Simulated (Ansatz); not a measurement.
## A computed series for LaWN3: pressure series

The parent structure is LaWN$_{3}$ (space group R3c, No. 161; a = 5.6475 Å, c = 13.7293 Å (hexagonal axes); a cell from a computed database, its experimental status unchecked).

Cell and atoms are relaxed at each pressure.

All numbers come from PBEsol in Ansatz (plane waves to 420 eV, PAW, without spin-orbit coupling).

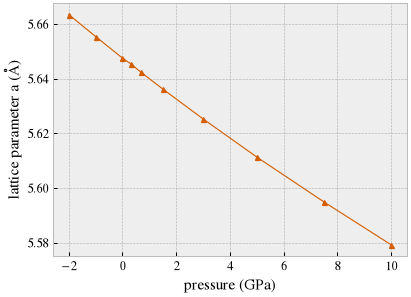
Fig. 1. Lattice parameter a against pressure

**Question.** From the plot, what is the lattice parameter a for pressure 0.7 GPa?

**Answer.** About 5.642 Å.

**Question.** Is the trend monotonic over the range shown?

**Answer.** Yes, it falls throughout, spanning 5.579 Å to 5.663 Å.

Load acts through the strain it causes; cell and atoms are relaxed under it. No phonon test of stability was made. No other phases were tried under pressure.

Ansatz is a program for electronic structure.
